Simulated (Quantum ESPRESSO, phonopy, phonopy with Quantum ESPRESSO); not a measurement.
# NaF (Fm-3m): phonons against volume, part 8 of 8

Which modes of NaF drive its thermal expansion?

Measurements to reproduce:
- volume expansion coefficient 95.1 1e-6/K and heat capacity C_P per formula unit 46.9 J/mol/K near room temperature (given in “High-Throughput Prediction of Finite-Temperature Properties using the Quasi-Harmonic Approximation”, 2016, arXiv:1603.06924)
- volume expansion coefficient 102.6 1e-6/K near room temperature (given in “Descriptors for thermal expansion in solids”, 2017, arXiv:1701.03966)

Quantum ESPRESSO 7.5; DFT PBE+D3(BJ), scalar-relativistic, plane waves, GBRV ultrasoft pseudopotentials.

So far. Step 25 (Self-consistent run, V/V0 0.97): The run ends at a pressure of 1.65 GPa. Step 27 (Zone-centre response): The Born charges sum to zero within 0.0033 e; the rest is removed before use. Acoustic frequencies in this log differ from zero by the error of the sum rule, which ph.x does not impose.

## Step 28: Forces on a displaced cell

One atom (for the harmonic constants) or a pair of atoms (for the cubic ones) is moved by a few hundredths of an ångström; the forces on all atoms give a column of force constants. The threshold is tight because the forces are small.

System of this step: NaF. The structure is orthorhombic, space group Imm2 (No. 44). The conventional cell has a = 6.501 Å, b = 9.194 Å, c = 6.501 Å, α = 90.00°, β = 90.00°, γ = 90.00°. Nearest to Na lie 6 F at 2.28 to 2.31 Å. Nearest to Na lie 6 F at 2.30 Å. Nearest to F lie 6 Na at 2.30 Å. Farther neighbours and most contacts between anions are not listed.

The input, disp-00001.in:

```
&CONTROL
  calculation = 'scf'
  prefix      = 'x'
  outdir      = './tmp'
  pseudo_dir  = './pseudo'
  tprnfor     = .true.
  disk_io     = 'none'
/
&SYSTEM
  ibrav           = 0
  nat             = 16
  ntyp            = 2
  ecutwfc         = 45.0
  ecutrho         = 270.0
  occupations     = 'fixed'
  nbnd            = 66
  vdw_corr        = 'grimme-d3'
  dftd3_version   = 4
  dftd3_threebody = .false.
/
&ELECTRONS
  conv_thr         = 1.0d-11
  mixing_beta      = 0.7
  electron_maxstep = 100
/
ATOMIC_SPECIES
 Na     22.9898  Na.upf
 F      18.9984  F.upf
CELL_PARAMETERS angstrom
     0.000000000    4.596904703    4.596904703
     4.596904703    0.000000000    4.596904703
     4.596904703    4.596904703    0.000000000
ATOMIC_POSITIONS crystal
 Na     0.003076447   0.000000000   0.000000000
 Na     0.500000000   0.000000000   0.000000000
 Na     0.000000000   0.500000000   0.000000000
 Na     0.500000000   0.500000000   0.000000000
 Na     0.000000000   0.000000000   0.500000000
 Na     0.500000000   0.000000000   0.500000000
 Na     0.000000000   0.500000000   0.500000000
 Na     0.500000000   0.500000000   0.500000000
 F      0.250000000   0.250000000   0.250000000
 F      0.750000000   0.250000000   0.250000000
 F      0.250000000   0.750000000   0.250000000
 F      0.750000000   0.750000000   0.250000000
 F      0.250000000   0.250000000   0.750000000
 F      0.750000000   0.250000000   0.750000000
 F      0.250000000   0.750000000   0.750000000
 F      0.750000000   0.750000000   0.750000000
K_POINTS automatic
 3 3 3 0 0 0
```

On the command line:

```
$ OMP_NUM_THREADS=1 mpirun -n 4 pw.x -nk 4 -in disp-00001.in > disp-00001.out
```

The log of the run:

```text
[banner, memory and clock lines left out]
Program PWSCF v.7.5

     Message from routine setup:
     using ibrav=0 with symmetry is DISCOURAGED, use correct ibrav instead

     G-vector sticks info

     bravais-lattice index     =            0
     lattice parameter (alat)  =      12.2851  a.u.
     unit-cell volume          =    1311.0616 (a.u.)^3
     number of atoms/cell      =           16
     number of atomic types    =            2
     number of electrons       =       128.00
[...]
atom    1 type  1   force =    -0.00000000   -0.00248993   -0.00248993
     atom    2 type  1   force =    -0.00000000    0.00070548    0.00070548
     atom    3 type  1   force =     0.00046489   -0.00009817    0.00024043
[...]
atom   15 type  2   force =     0.00000409    0.00011899    0.00011899
     atom   16 type  2   force =     0.00000234   -0.00006751   -0.00006751

     Total force =     0.004035     Total SCF correction =     0.000000
     Message from routine punch:
     Nothing written, as per user request (disk_io='none')
[key lines of the parts left out:]
!    total energy              =   -1153.81592129 Ry
convergence has been achieved in  13 iterations
```

Run time: 36 s. Hardware: 4 MPI ranks of Arm Neoverse V1, shared host.

## Step 29: Phonons, V/V0 0.97

This step: DFT PBE+D3(BJ), scalar-relativistic, plane waves, GBRV ultrasoft pseudopotentials (phonopy with Quantum ESPRESSO 4.10.0 / 7.5).

Elapsed: 36 s, on 8 threads.

No mode is imaginary beyond numerical noise along the path. The highest zone-centre mode (no LO–TO term) moved by +7.1 % for a volume change of -3.0 %.

The time given is that of the 2 pw.x runs on displaced cells behind this step.

## Step 30: Ground state at this cell, V/V0 1.05

A tight ground state at this cell gives the energy of this member; its pressure is the stress at this cutoff, which can carry an offset from the finite basis.

This step: DFT PBE+D3(BJ), scalar-relativistic, plane waves, GBRV ultrasoft pseudopotentials (Quantum ESPRESSO 7.5).

System of this step: NaF. Symmetry: Fm-3m, No. 225, cubic system. Conventional cell: a = 4.720 Å, b = 4.720 Å, c = 4.720 Å, α = 90.00°, β = 90.00°, γ = 90.00°. Na has 6 F at 2.36 Å nearest. Nearest to F lie 6 Na at 2.36 Å. Farther neighbours and most contacts between anions are not listed.

The input, scf.in:

```
&CONTROL
  calculation = 'scf'
  prefix      = 'x'
  outdir      = './tmp'
  pseudo_dir  = './pseudo'
  tprnfor     = .true.
  tstress     = .true.
/
&SYSTEM
  ibrav           = 0
  nat             = 2
  ntyp            = 2
  ecutwfc         = 45.0
  ecutrho         = 270.0
  occupations     = 'fixed'
  nbnd            = 10
  vdw_corr        = 'grimme-d3'
  dftd3_version   = 4
  dftd3_threebody = .false.
/
&ELECTRONS
  conv_thr         = 1.0d-12
  mixing_beta      = 0.7
  electron_maxstep = 100
/
ATOMIC_SPECIES
 Na     22.9898  Na.upf
 F      18.9984  F.upf
CELL_PARAMETERS angstrom
     0.000000000    2.359978392    2.359978392
     2.359978392    0.000000000    2.359978392
     2.359978392    2.359978392    0.000000000
ATOMIC_POSITIONS crystal
 Na     0.000000000   0.000000000   0.000000000
 F      0.500000000   0.500000000   0.500000000
K_POINTS automatic
 8 8 8 0 0 0
```

On the command line:

```
$ OMP_NUM_THREADS=1 mpirun -n 8 pw.x -nk 8 -in scf.in > scf.out
```

The log of the run:

```text
[banner, memory and clock lines left out]
Program PWSCF v.7.5

     Message from routine setup:
     using ibrav=0 with symmetry is DISCOURAGED, use correct ibrav instead

     G-vector sticks info

     bravais-lattice index     =            0
     lattice parameter (alat)  =       6.3070  a.u.
     unit-cell volume          =     177.3988 (a.u.)^3
     number of atoms/cell      =            2
     number of atomic types    =            2
     number of electrons       =        16.00
[...]
atom    2 type  2   force =     0.00000000   -0.00000000   -0.00000000

     Total force =     0.000000     Total SCF correction =     0.000000

     Computing stress (Cartesian axis) and pressure

          total   stress  (Ry/bohr**3)                   (kbar)     P=      -21.95
  -0.00014922  -0.00000000  -0.00000000          -21.95       -0.00       -0.00
  -0.00000000  -0.00014922  -0.00000000           -0.00      -21.95       -0.00
   0.00000000   0.00000000  -0.00014922            0.00        0.00      -21.95

     XML data file, charge density, pseudopotentials, collected wavefunctions
[key lines of the parts left out:]
!    total energy              =    -144.22668050 Ry
convergence has been achieved in  10 iterations
```

Run time: 1.8 s. Hardware: 8 MPI ranks; 14 s of CPU time.

The run ends at a pressure of -2.19 GPa.

## Step 31: Ph1.050 field d3hess

The input, d3hess.in:

```
&INPUT
  prefix = 'x'
  outdir = './tmp'
  step   = 0.001
/
```

On the command line:

```
$ d3hess.x -in d3hess.in > d3hess.out
```

The log of the run:

```text
[banner, memory and clock lines left out]
Program d3hess v.7.5

     ./tmp/x.save/

     IMPORTANT: XC functional enforced from input :
     Exchange-correlation= PBE
                           (   1   4   3   4   0   0   0)
     Any further DFT definition will be discarded
     Please, verify this is what you really want

     G-vector sticks info

     Differentiation step:           0.001000000000
     DFT-D3 version:    4
     DFT-D3 threebody: F
     Using a general (and memory consuming) algorithm for any q

 |G(force)| =   3.2086017144699877E-003  supercell gradient
[...]
|H(unit cell)| =   1.1095430686532899E-007
     Displacement step:    2   3  -1

 |G(force)| =   3.2086453940173873E-003  supercell gradient
 |G(force)| =   5.5044857564707375E-008  supercell gradient for atoms in the unit cell
 |G(force)| =   5.5044857564707375E-008  unit cell gradient
     Displacement step:    2   3   1

 |G(force)| =   3.2087139091756035E-003  supercell gradient
 |G(force)| =   6.2820006334464907E-008  supercell gradient for atoms in the unit cell
 |G(force)| =   6.2820006334464907E-008  unit cell gradient
 |H(unit cell)| =   1.1095430686693356E-007

     Writing Hessian on file: ./tmp/x.hess

Note: The following floating-point exceptions are signalling: IEEE_UNDERFLOW_FLAG
```

The job ended after 1.9 s (1 thread).

## Step 32: Cost and result by level

## Step 33: Zone-centre response

In a polar crystal the Born charges and ε∞ give the long-range dipole term that a finite supercell misses. They are those of this k-mesh and were not tested on a denser one; where the gap is small they converge slowly, and the LO modes with them.

The input, ph.in:

```
phonons
&INPUTPH
  prefix = 'x'
  outdir = './tmp'
  fildyn = 'x.dyn'
  tr2_ph = 1.0d-18
  epsil  = .true.
/
0.000000000 0.000000000 0.000000000
```

scf.in is that of step 30.

On the command line:

```
$ OMP_NUM_THREADS=1 mpirun -n 8 ph.x -nk 8 -in ph.in > ph.out
```

The log of the run:

```text
[banner, memory and clock lines left out]
Program PHONON v.7.5

     ./tmp/x.save/

     IMPORTANT: XC functional enforced from input :
     Exchange-correlation= PBE
                           (   1   4   3   4   0   0   0)
     Any further DFT definition will be discarded
     Please, verify this is what you really want

     G-vector sticks info

     Reading collected, re-writing distributed wavefunctions in ./tmp/

     Number and degeneracy of irreps per q-point
       N         xq(1)         xq(2)         xq(3)   N irreps
[...]
freq (    1) =       0.152560 [THz] =       5.088870 [cm-1]
     freq (    2) =       0.152560 [THz] =       5.088870 [cm-1]
     freq (    3) =       0.152560 [THz] =       5.088870 [cm-1]
     freq (    4) =       6.730008 [THz] =     224.488912 [cm-1]
     freq (    5) =       6.730008 [THz] =     224.488912 [cm-1]
     freq (    6) =       6.730008 [THz] =     224.488912 [cm-1]
 **************************************************************************

     Mode symmetry, O_h (m-3m)  point group:

     freq (   1-   3) =          5.1  [cm-1]   --> T_1u G_15  G_4- I
     freq (   4-   6) =        224.5  [cm-1]   --> T_1u G_15  G_4- I
```

The job ended after 20 s (8 MPI ranks).

The Born charges sum to zero within 0.0031 e; the rest is removed before use. Acoustic frequencies in this log differ from zero by the error of the sum rule, which ph.x does not impose.

## Step 34: A displaced supercell

One atom (for the harmonic constants) or a pair of atoms (for the cubic ones) is moved by a few hundredths of an ångström; the forces on all atoms give a column of force constants. The threshold is tight because the forces are small.

System of this step: NaF. It takes space group Imm2 (No. 44, orthorhombic). Conventional cell: a = 6.675 Å, b = 9.440 Å, c = 6.675 Å, α = 90.00°, β = 90.00°, γ = 90.00°. Nearest to Na lie 6 F at 2.35 to 2.37 Å. Nearest to Na lie 6 F at 2.36 Å. Na has 6 F at 2.36 Å nearest. Nearest to F lie 6 Na at 2.36 Å. Farther neighbours and most contacts between anions are not listed.

disp-00001.in: that of step 28 with these lines changed.

```diff
@@ -29,7 +29,7 @@
 CELL_PARAMETERS angstrom
-     0.000000000    4.596904703    4.596904703
-     4.596904703    0.000000000    4.596904703
-     4.596904703    4.596904703    0.000000000
+     0.000000000    4.719956784    4.719956784
+     4.719956784    0.000000000    4.719956784
+     4.719956784    4.719956784    0.000000000
 ATOMIC_POSITIONS crystal
- Na     0.003076447   0.000000000   0.000000000
+ Na     0.002996243   0.000000000   0.000000000
  Na     0.500000000   0.000000000   0.000000000
```

On the command line:

```
$ OMP_NUM_THREADS=1 mpirun -n 4 pw.x -nk 4 -in disp-00001.in > disp-00001.out
```

The log of the run:

```text
[banner, memory and clock lines left out]
Program PWSCF v.7.5

     Message from routine setup:
     using ibrav=0 with symmetry is DISCOURAGED, use correct ibrav instead

     G-vector sticks info

     bravais-lattice index     =            0
     lattice parameter (alat)  =      12.6140  a.u.
     unit-cell volume          =    1419.1904 (a.u.)^3
     number of atoms/cell      =           16
     number of atomic types    =            2
     number of electrons       =       128.00
[...]
atom    1 type  1   force =    -0.00000000   -0.00191630   -0.00191630
     atom    2 type  1   force =     0.00000000    0.00064397    0.00064397
     atom    3 type  1   force =     0.00043118   -0.00008735    0.00021266
[...]
atom   15 type  2   force =     0.00000199    0.00013516    0.00013516
     atom   16 type  2   force =     0.00000213   -0.00006359   -0.00006359

     Total force =     0.003142     Total SCF correction =     0.000000
     Message from routine punch:
     Nothing written, as per user request (disk_io='none')
[key lines of the parts left out:]
!    total energy              =   -1153.81338108 Ry
convergence has been achieved in  12 iterations
```

The job ended after 38 s (4 MPI ranks).

## Step 35: Phonons, V/V0 1.05

This step: DFT PBE+D3(BJ), scalar-relativistic, plane waves, GBRV ultrasoft pseudopotentials (phonopy with Quantum ESPRESSO 4.10.0 / 7.5).

The job ended after 39 s (8 threads; 5.2 min of CPU time).

Phonopy, LO-TO term from ph.x's tensors. The phonon branches at the labelled points (cm⁻¹):

```csv
point,branch 1,branch 2,branch 3,branch 4,branch 5,branch 6
Γ,0,0,0,225,225,389
X,139,139,239,239,244,273
U,147,206,222,224,246,258
jump to K,147,206,222,224,246,258
Γ,0,0,0,225,225,389
L,163,163,185,185,287,295
W,192,202,202,214,252,252
X,139,139,239,239,244,273
```

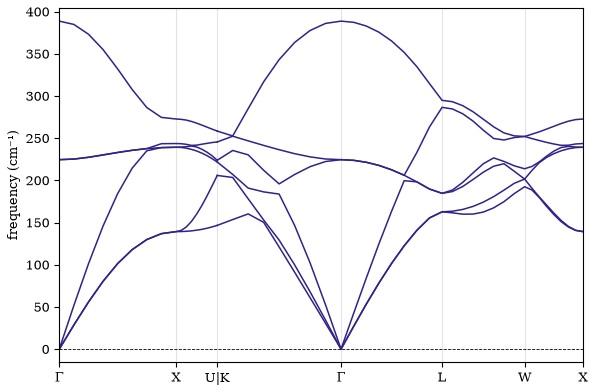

Phonon branches along the path.

No mode is imaginary beyond numerical noise along the path. The highest zone-centre mode (no LO–TO term) moved by -11.2 % for a volume change of +5.0 %.

The time given is that of the 2 pw.x runs on displaced cells behind this step.

## Step 36: Mode Grüneisen parameters

This step: DFT PBE+D3(BJ), scalar-relativistic, plane waves, GBRV ultrasoft pseudopotentials (phonopy 4.10.0).

Numbers from this step:

```
share of modes with a negative Grüneisen parameter : 0.022
```

Mean Grüneisen, by row:

```csv
T (K),heat-capacity-weighted mean,root mean square
50,1.128,1.366
100,1.392,1.571
200,1.472,1.628
300,1.486,1.636
500,1.492,1.64
800,1.494,1.641
```

Mean mode Grueneisen parameter against wavenumber:

```csv
wavenumber (cm⁻¹),mean mode Grueneisen parameter
7,-
48,0.899
88,1.05
143,0.79
184,1.39
225,1.6
266,2.12
320,1.06
361,1.01
402,1.06
```

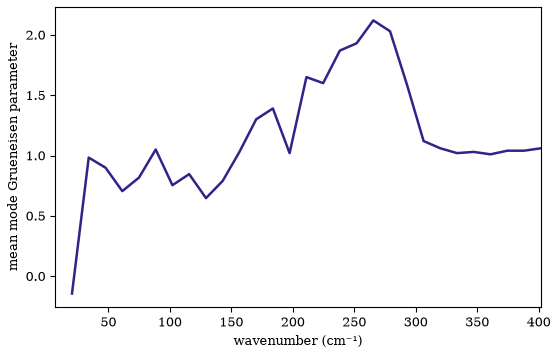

Mean mode Grueneisen parameter, plotted against wavenumber.

Volume series, by row:

```csv
V/V0,V (Å³/atom),pressure (GPa),E - E0 (meV/atom),gap (eV),zero-point energy (meV/atom),lowest on the path (cm⁻¹),highest at Gamma without the LO-TO term (cm⁻¹)
0.97,12.14,1.652,2.042,6.426,44.06,0,271
0.985,12.33,0.793,0.53,6.342,43.04,0,261.8
1,12.52,0.003,0,6.261,42.05,0,252.9
1.015,12.71,-0.723,0.341,6.182,41.08,0,244.2
1.03,12.89,-1.389,1.498,6.106,40.13,0,235.7
1.05,13.14,-2.195,4.203,6.009,38.91,0,224.6
```

Table of optical frequency at Gamma without the LO-TO term, mode 4 by V/V0:

```csv
V/V0,"optical frequency at Gamma without the LO-TO term, mode 4 (cm⁻¹)"
0.9700,271
0.9850,262
1.0000,253
1.0150,244
1.0300,236
1.0500,225
```

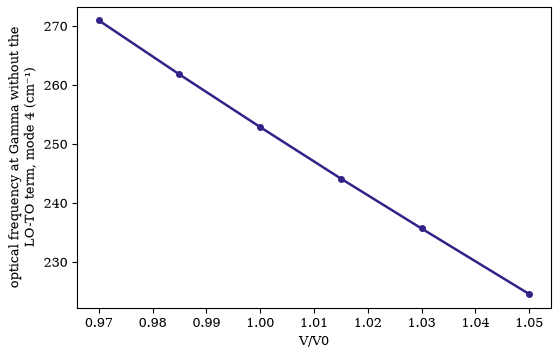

Optical frequency at Gamma without the LO-TO term, mode 4, plotted against V/V0.

Grüneisen at points, by row:

```csv
point,branch,frequency (cm⁻¹),mode Grüneisen parameter
Γ,4,252.9,2.33
Γ,6,409.4,1.07
X,1,139,-0.1
X,3,255.1,0.5
X,4,269.7,2.35
X,6,295.9,1.98
U,1,153,0.85
U,2,212.9,0.67
U,3,227.7,0.21
U,4,249.7,2.34
U,5,272,2.04
U,6,287.9,2.21
K,1,153,0.85
K,2,212.9,0.67
K,3,227.7,0.21
K,4,249.7,2.34
K,5,272,2.04
K,6,287.9,2.21
L,1,181.4,2.14
L,3,205.1,2.08
L,5,302,1.08
L,6,311.7,1.14
W,1,203.5,0.12
W,3,209.9,1.75
W,4,232.7,1.72
W,5,282.6,2.27
```

## Step 37: Free-energy fit

This step gave:

* volume expansion coefficient at 300 K: 109.7 1e-6/K
* isothermal bulk modulus at 300 K: 41.68 GPa
* C_P at 300 K: 23.94 J/mol-atom/K
* Grüneisen parameter at 300 K: 1.572

Energy (each curve on its own zero) against volume; values in meV/atom:

```csv
volume (Å³/atom),static,F at 0 K,F at 300 K,F at 900 K
12.143,2.04,4.56,6.97,15.5
12.330,0.53,2.03,3.53,8.77
12.518,0,0.5,1.07,2.97
12.706,0.34,-0.13,-0.52,-1.98
12.893,1.5,0.09,-1.28,-6.1
13.144,4.2,1.56,-1.16,-10.6
```

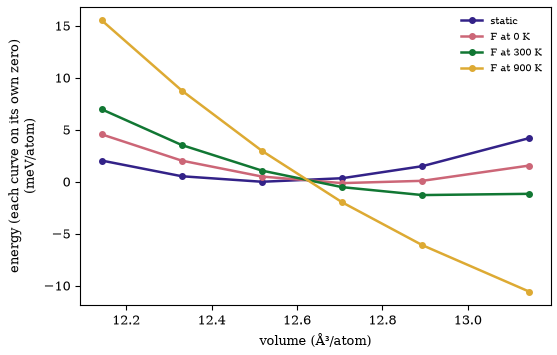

Energy (each curve on its own zero) against volume.

Phonopy-qha, vinet fit of F(V) at each temperature; no electronic free energy. Qha vinet, by row:

```csv
T (K),fitted volume (Å³/atom),alpha_V (1e-6/K),B_T (GPa),C_P (J/mol-atom/K),Grueneisen
75,12.76,29.23,47.26,7.587,1.375
100,12.77,47.48,46.85,11.9,1.433
125,12.79,62.56,46.34,15.24,1.475
150,12.81,74.17,45.76,17.7,1.502
175,12.83,83.11,45.14,19.5,1.52
200,12.86,90.22,44.49,20.85,1.533
225,12.89,96.07,43.81,21.88,1.544
250,12.92,101.1,43.12,22.71,1.554
275,12.96,105.6,42.41,23.38,1.563
300,12.99,109.7,41.68,23.94,1.572
```

Volume expansion coefficient, phonopy-qha, Vinet against temperature:

```csv
temperature (K),"volume expansion coefficient, phonopy-qha, Vinet (1e-6/K)"
75.0,29.2
100.0,47.5
125.0,62.6
150.0,74.2
175.0,83.1
200.0,90.2
225.0,96.1
250.0,101
275.0,106
300.0,110
```

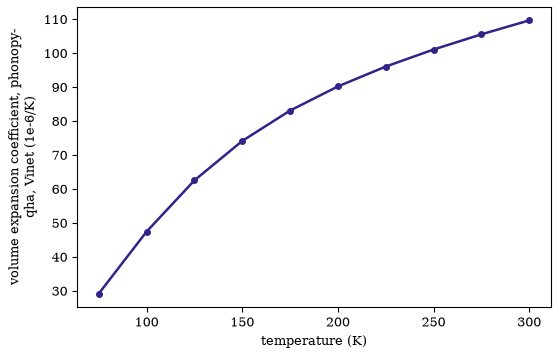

Volume expansion coefficient, phonopy-qha, Vinet against temperature.

The fit gives a volume expansion of 110 × 10⁻⁶/K at 300 K.

## Step 38: What came out

```json
{
  "volume expansion coefficient at 300 K": "109.7 1e-6/K",
  "isothermal bulk modulus at 300 K": "41.68 GPa",
  "C_P at 300 K": "23.94 J/mol-atom/K",
  "Grüneisen parameter at 300 K": "1.572",
  "mean mode Grüneisen parameter at 300 K": "1.49"
}
```

What this shows: Near room temperature NaF expands by 110 × 10⁻⁶/K in volume by PBE+D3(BJ), with C_P = 23.9 J/(mol K) per mole of atoms and B_T = 41.7 GPa. The q-mesh is coarse, and the expansion can converge slowly with it. The table stops at 300 K because beyond it the fitted volume comes within 1 % of the largest computed cell, where the fit loses its support. C_P at room temperature is 96 % of the classical 3R an atom. A measured volume expansion coefficient near room temperature is 95.1 1e-6/K (arXiv:1603.06924); the calculated 110 1e-6/K differs by +15 %. A measured heat capacity per formula unit near room temperature is 46.9 J/mol/K (arXiv:1603.06924); the calculated 47.9 J/mol/K differs by +2 %. The heat-capacity-weighted Grüneisen parameter goes from 1.13 at 50 K to 1.49 at 800 K; 2 % of the modes stiffen on expansion. Weighting γ by the density of states and each mode's heat capacity at 300 K, modes below 140 cm⁻¹ give about 6 % of the sum of γC that drives the expansion, those up to 270 cm⁻¹ 69 % and the rest 26 %. Among the labelled points γ is largest for branch 4 at X (270 cm⁻¹, 2.4) and most negative for branch 1 at X (139 cm⁻¹, -0.1). The supercell is small: only its own wavevectors are exact, and branches between them are interpolated and can be misplaced.

[Logs are printed without paths, hosts, clocks, repeated set-up lines and the standing remarks that a program may print on its own settings, such as how far it seeks lower states.]

[Hosts, paths, dates, database ids (printed as entryN), source tags and the programs' standing remarks are cut or masked in the printed files.]

[A step with changed settings may run another functional than the one named; its input shows which.]

[Of the runs on displaced cells, only some may be shown.]
